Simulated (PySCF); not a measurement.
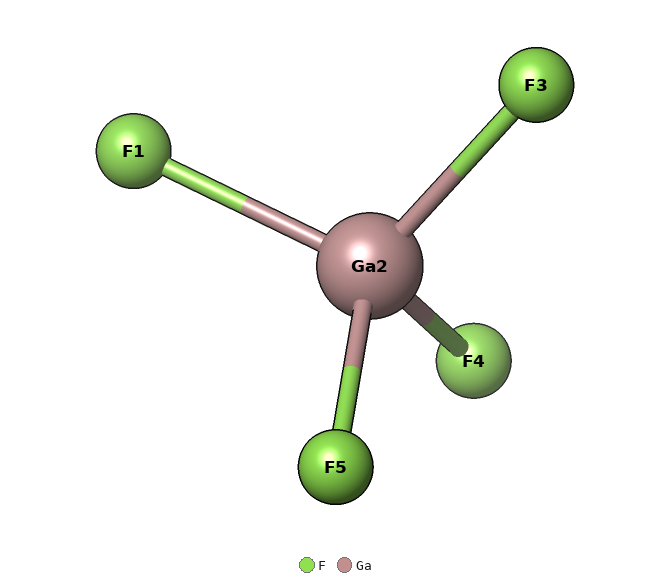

The species has charge −1 and is a spin singlet. The geometry was computed by an optimisation with GFN2-xTB. No frequency run is at hand to confirm it as a minimum. Method: delta-SCF UKS SCAN, pcX-2 on the ionised atom, pcseg-1 elsewhere, spin-free X2C (PySCF 2.14.0).

Give the core-electron binding energies (to vacuum) of F1 1s.

```csv
atom,level,binding energy (eV)
F1,1s,686.1
```

The geometry is semi-empirical. Around Ga such bond lengths and angles can be off by a tenth of an ångström or more and by several degrees, and values that hang on the shape move with them.
